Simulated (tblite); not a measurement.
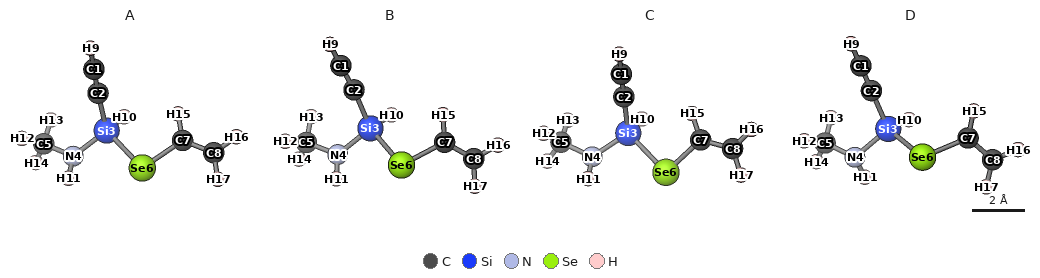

4 geometries from one relaxation of C$_{5}$H$_{9}$NSeSi, in shuffled order. The picture is a ball-and-stick view, seen at a tilt.

These are results of tblite 0.8.0, GFN2-xTB geometry optimisation, gas phase, not measurements. 

### Put them in the order of the run, from the start to the converged end.

D, B, A, C. They are steps 0, 46, 102, 201, at +14.1 kcal/mol, +1.59 kcal/mol, +0.52 kcal/mol relative to the last. The atom that moves furthest after the best rigid fit is H9 (1.26 Å). Largest moves by element: H 1.26 Å, Se 1.12 Å, C 0.90 Å, Si 0.41 Å, N 0.27 Å. Near-neighbour distances that change, for instance: Si3–N4 1.756 → 1.707 Å, C2–Si3 1.815 → 1.862 Å, N4–H11 1.047 → 1.009 Å, Si3–Se6 2.266 → 2.298 Å. Bond angles that change, for instance: Si3–Se6–C7 106.9° → 96.1°, Si3–N4–H11 109.5° → 119.3°, Se6–C7–H15 121.9° → 113.9°. Groups turn about Se6–C7 by about 50°, Si3–Se6 by about 35°. After 201 geometry steps the energy has fallen by 14.1 kcal/mol.
